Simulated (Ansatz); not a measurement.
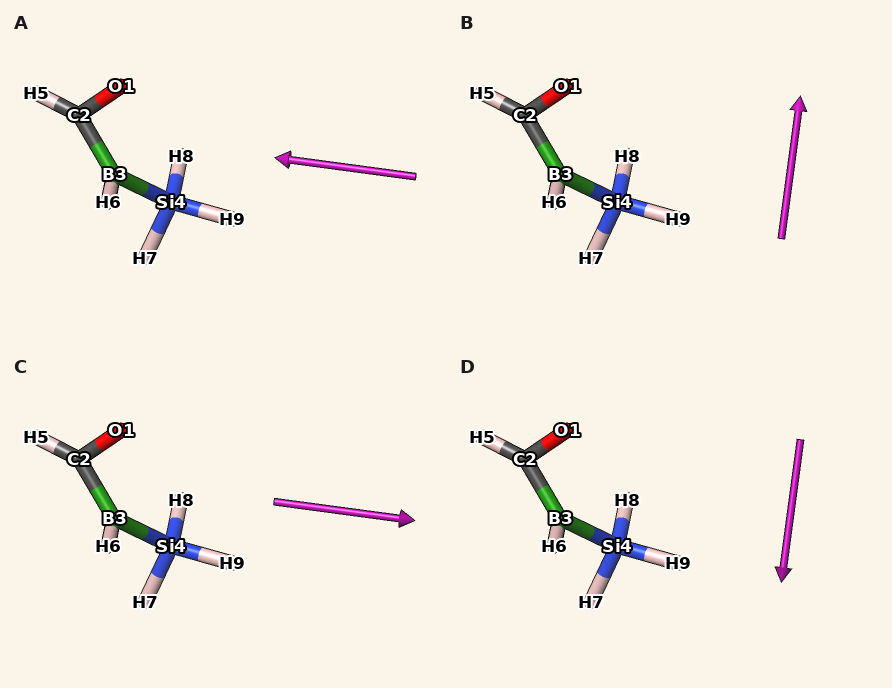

The same molecule four times, each with an arrow. The geometry was computed by an optimisation with PBE-D4/def2-SVP. No frequency run is at hand to confirm it as a minimum. Method: RKS PBE-D4/def2-SVP (Ansatz 0.2.0).

### Which arrow points along the dipole moment, from the negative to the positive end?

A. The dipole moment is 1.93 D; it points from the side of H9 to the side of H5 (the outermost atoms at the two ends).
